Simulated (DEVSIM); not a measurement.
Device: abrupt Si n-p junction, at 300 K.

| layer (left to right) | material | thickness (μm) | Nd (cm⁻³) | Na (cm⁻³) | τn (s) | τp (s) |
|---|---|---|---|---|---|---|
| 1 | Si | 0.200 | 7e15 | - | 6e-6 | 6e-6 |
| 2 | Si | 1.30 | - | 1.4e17 | 6e-6 | 6e-6 |

Left contact: ohmic. Right contact: ohmic. Voltage is applied to the left contact. Recombination: SRH at mid-gap, Auger. Mobility is μmin + (μ − μmin)/(1 + (N/Nref)^α).

Constants are typed, rounded textbook-type inputs, not results; the design itself was drawn at random and stands for no fabricated device. Values at 300 K.

```
parameter           Si
-------------  -------
gap (eV)         1.124
affinity (eV)     4.05
permittivity      11.7
Nc (cm⁻³)      2.86e19
Nv (cm⁻³)       3.1e19
μn (cm²/Vs)       1417
μp (cm²/Vs)        470
μn,min              52
μp,min              45
Nref,n          9.7e16
Nref,p          2.2e17
αn                0.68
αp                0.72
Cn (cm⁶/s)     2.8e-31
Cp (cm⁶/s)     9.9e-32
```

DEVSIM, 1D drift-diffusion, Boltzmann statistics, complete ionisation; no tunnelling, impact ionisation, image-force lowering or self-heating.

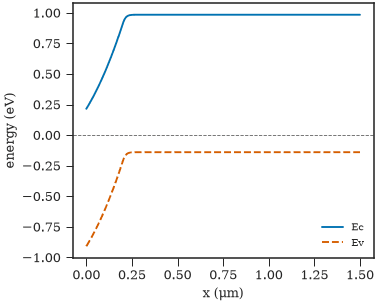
Fig. 1. Band edges at zero bias

Energies count from the Fermi level of the right contact; mesh points crowd at the junctions.

| x (μm) | Ec (eV) | Ev (eV) | n (cm⁻³) | p (cm⁻³) | field (V/cm) |
|---|---|---|---|---|---|
| 0.000 | 0.215 | -0.909 | 7.0e15 | 17000 | 25000 |
| 0.01289 | 0.247 | -0.877 | 2.0e15 | 58000 | 26000 |
| 0.03294 | 0.301 | -0.823 | 2.6e14 | 460000 | 27000 |
| 0.05910 | 0.376 | -0.748 | 1.4e13 | 8500000 | 30000 |
| 0.1079 | 0.537 | -0.587 | 2.7e10 | 4.2e9 | 36000 |
| 0.1462 | 0.681 | -0.443 | 1.0e8 | 1.1e12 | 40000 |
| 0.1708 | 0.782 | -0.342 | 2100000 | 5.6e13 | 42000 |
| 0.1935 | 0.881 | -0.243 | 45000 | 2.6e15 | 45000 |
| 0.2054 | 0.933 | -0.191 | 6100 | 1.9e16 | 36000 |
| 0.2218 | 0.970 | -0.154 | 1500 | 8.0e16 | 12000 |
| 0.2500 | 0.983 | -0.141 | 870 | 1.3e17 | 1100 |
| 0.3102 | 0.984 | -0.140 | 830 | 1.4e17 | ≈ 0 |
| 0.3832 | 0.984 | -0.140 | 830 | 1.4e17 | ≈ 0 |
| 0.4958 | 0.984 | -0.140 | 830 | 1.4e17 | ≈ 0 |
| 0.7764 | 0.984 | -0.140 | 830 | 1.4e17 | ≈ 0 |
| 1.032 | 0.984 | -0.140 | 830 | 1.4e17 | ≈ 0 |
| 1.205 | 0.984 | -0.140 | 830 | 1.4e17 | ≈ 0 |
| 1.325 | 0.984 | -0.140 | 830 | 1.4e17 | ≈ 0 |
| 1.414 | 0.984 | -0.140 | 830 | 1.4e17 | ≈ 0 |
| 1.453 | 0.984 | -0.140 | 830 | 1.4e17 | ≈ 0 |
| 1.480 | 0.984 | -0.140 | 830 | 1.4e17 | ≈ 0 |
| 1.500 | 0.984 | -0.140 | 830 | 1.4e17 | ≈ 0 |
